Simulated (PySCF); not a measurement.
## Electronic structure of C4H4N2 in real space

```yaml
atoms:
  - { symbol: N, position_ang: [-2.3812, 1.4173, 0.0052] }
  - { symbol: C, position_ang: [-1.6598, 0.5416, 0.1421] }
  - { symbol: C, position_ang: [-0.7193, -0.5406, 0.2992] }
  - { symbol: C, position_ang: [0.5316, -0.2683, -0.5198] }
  - { symbol: C, position_ang: [1.6244, 0.5223, 0.0185] }
  - { symbol: N, position_ang: [1.8525, -0.7093, 0.0275] }
  - { symbol: H, position_ang: [-0.4629, -0.6339, 1.3588] }
  - { symbol: H, position_ang: [-1.1909, -1.4719, -0.0275] }
  - { symbol: H, position_ang: [0.4019, -0.3316, -1.5952] }
  - { symbol: H, position_ang: [2.0127, 1.4792, 0.2686] }
```

Geometry: GFN2-xTB.

These are results of PBE0/pcSseg-1, SCF density, gas phase, non-relativistic in PySCF 2.14.0, not measurements.

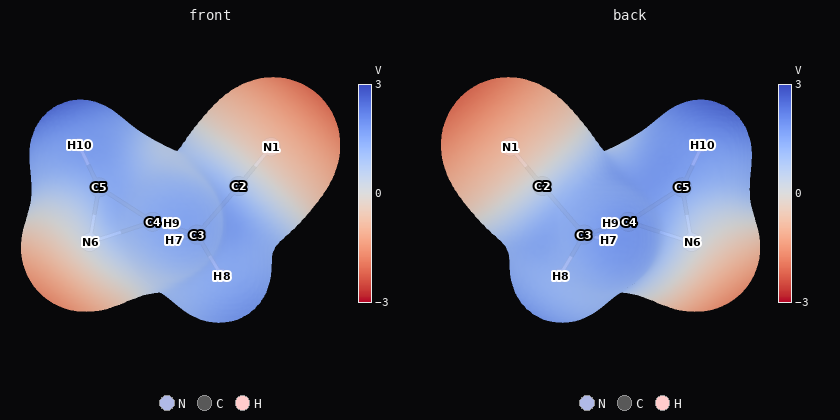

Figure 1. The electrostatic potential painted on the density surface at 0.004 e/bohr³, seen from the front and from behind; red is negative and blue positive.

**Describe the electrostatic potential map.**

The most negative region (about −2.0 V, or −46 kcal/mol for a unit charge) lies over N1, the most positive (about +2.5 V, or +58 kcal/mol for a unit charge) over H10. N1 is the likeliest acceptor of a hydrogen bond.

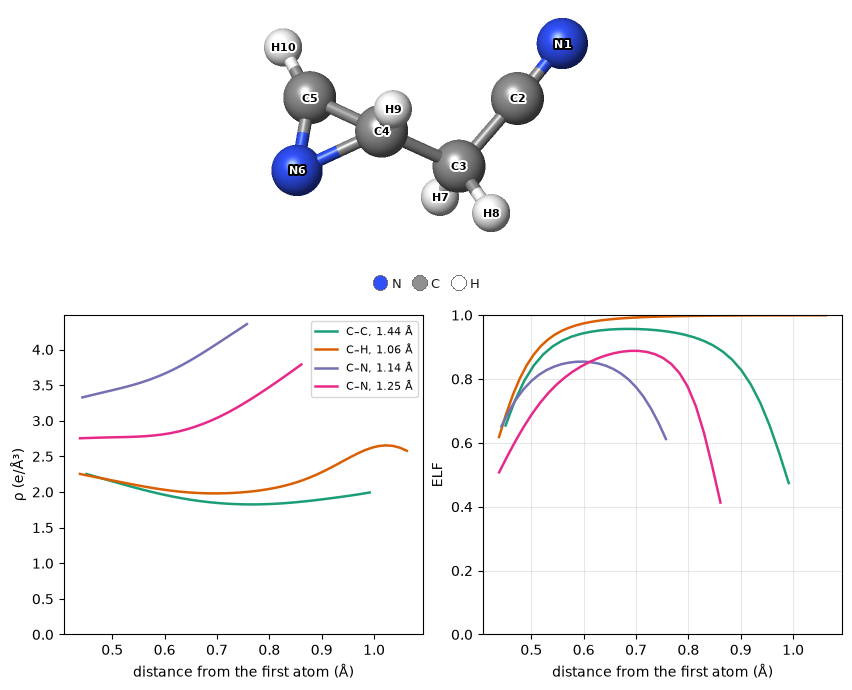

Figure 2. Total electron density and ELF along straight lines between neighbouring atoms. The curves leave out the atomic cores. The structure is drawn too.

**Compare the contacts.**

C–C (1.44 Å): the density is about 1.8 e/Å³ at the midpoint; the ELF peaks at about 0.95 between the atoms: localised, covalent bonding.
C–H (1.06 Å): ρ at the midpoint is about 2.1 e/Å³; the ELF climbs to about 1 towards the hydrogen, as it does in any bond to H: an ordinary covalent bond to hydrogen.
C–N (1.14 Å): ρ at the midpoint is about 3.6 e/Å³; the ELF peaks at about 0.85 between the atoms (a multiple bond).
C–N (1.25 Å): the density is about 2.8 e/Å³ at the midpoint; the ELF peaks at about 0.90 between the atoms; a short, multiple covalent bond.
